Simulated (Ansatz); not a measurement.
**HF/def2-SVPD (core potential) run of CH3In (SMILES C[In])**

Aim: the electronic atomisation energy of CH3In at HF/def2-SVPD (core potential), from 4 runs. 

Program for the calculation: Ansatz 0.2.0.

46 further runs of the same task are left out: 5 that didn't finish, 41 set aside as unsound or not needed.

## 1. The molecule

CH3In has 5 atoms, charge 0, and is taken as a singlet. SMILES: `C[In]`. Geometry: relaxed at PBE0-D4/def2-TZVP.

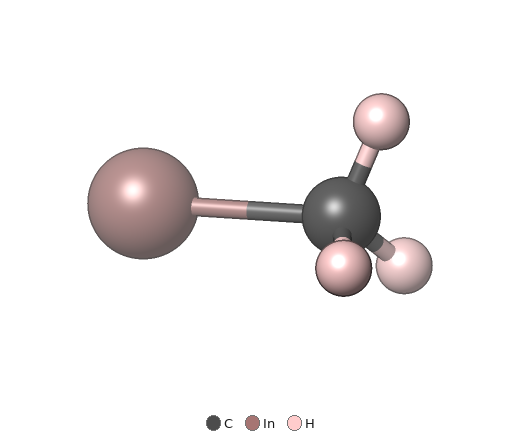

Viewed from a chosen angle; carbon dark grey, indium brown, hydrogen pink.

## 2. The energy at HF/def2-SVPD (core potential)

job.yaml

```yaml
crystal:
  periodic: [false, false, false]
  atoms:
    - symbol: C
      position_ang: [-0.182770, 0.073150, -0.070580]
    - symbol: In
      position_ang: [1.772750, -0.709460, 0.684610]
    - symbol: H
      position_ang: [-0.972960, -0.040920, 0.680150]
    - symbol: H
      position_ang: [-0.502560, -0.460530, -0.972760]
    - symbol: H
      position_ang: [-0.114460, 1.137770, -0.321410]
basis:
  gaussian:
    orbitals: def2-SVPD
hamiltonian:
  xc: hf
accuracy: high
output: {orbitals: {seedname: orbitals}}
```

The run is started by

```console
$ ansatz run job.yaml --threads 1 --pin off --max-ram 3480MiB --events-out events.jsonl --progress --plain --runs-dir runs
```

Standard output:

```text
Warning: RAYON_NUM_THREADS=1 ignored (pool sized by the plan → 1); use --threads N
Functional definition: HF
  name "HF"
  exchange = exact_x
  correlation = 0
1696 factors; integrals over basis functions are off by at most 3.1e-9 eV
mean field evaluation 1: about -6223.2626 eV, gradient 2.7e1 eV
mean field evaluation 2: about -6223.2659 eV, gradient 2.7e1 eV
mean field evaluation 4: about -6225.5109 eV, gradient 2.0e0 eV
mean field evaluation 8: about -6225.5449 eV, gradient 9.5e-2 eV
mean field -6225.54495238 eV, -228.7845571740 hartree, gradient 9.0e-9 eV, S^2 0.000000; 0 other end points of the search recorded, 0 dependent functions left out
reference -6225.54495238 eV, -228.7845571740 hartree; 15, 15 occupied and 61, 61 virtual orbitals, 1696 factors
Total energy: -6225.54495238 eV, -228.7845571740 hartree
```

It took 2.2 s on 1 thread of Arm Neoverse V1, shared host; peak memory 0.17 GiB.

## 3. The C atom

molecule.yaml

```yaml
crystal:
  periodic: [false, false, false]
  atoms:
    - {symbol: C, position_ang: [0.000000, 0.000000, 0.000000]}
basis:
  gaussian:
    orbitals: def2-SVPD
total_charge: 0
accuracy: high
magnetization:
  spin_polarized: true
  initial_magnetization: 2
hamiltonian:
  xc: hf
```

Run the same way, it converges to -37.64626 Eh (log not shown).

## 4. The H atom at the same level

molecule.yaml

```yaml
crystal:
  periodic: [false, false, false]
  atoms:
    - symbol: H
      position_ang: [0.000000, 0.000000, 0.000000]
basis:
  gaussian:
    orbitals: def2-SVPD
magnetization:
  spin_polarized: true
  initial_magnetization: 1
hamiltonian:
  xc: hf
accuracy: high
```

Run the same way, it converges to -0.49928 Eh (log not shown).

## 5. The In atom at the same level

in.yaml

```yaml
crystal:
  periodic: [false, false, false]
  atoms:
    - {symbol: In, position_ang: [0.000000, 0.000000, 0.000000]}
basis:
  gaussian:
    orbitals: def2-SVPD
magnetization:
  spin_polarized: true
  initial_magnetization: 1
hamiltonian:
  xc: hf
accuracy: high
```

Run the same way, it converges to -189.20680 Eh (log not shown).

## 6. Results

At HF/def2-SVPD (core potential):

```
                     quantity          value
       molecule: total energy  -228.78456 Eh
        molecule: HOMO energy       -7.32 eV
        molecule: LUMO energy        0.91 eV
      molecule: HOMO–LUMO gap        8.23 eV
         C atom: total energy   -37.64626 Eh
                 C atom: ⟨S²⟩          2.010
         H atom: total energy    -0.49928 Eh
                 H atom: ⟨S²⟩          0.750
        In atom: total energy  -189.20680 Eh
                In atom: ⟨S²⟩          0.762
electronic atomisation energy      11.801 eV
```

In words: Taking the molecule apart into free atoms costs 11.80 eV (1139 kJ/mol), before zero-point energy and without spin-orbit coupling. Hartree–Fock lacks the correlation of the bonding pairs, which as a rule makes this value much too low; in minimal bases other errors can mask that.
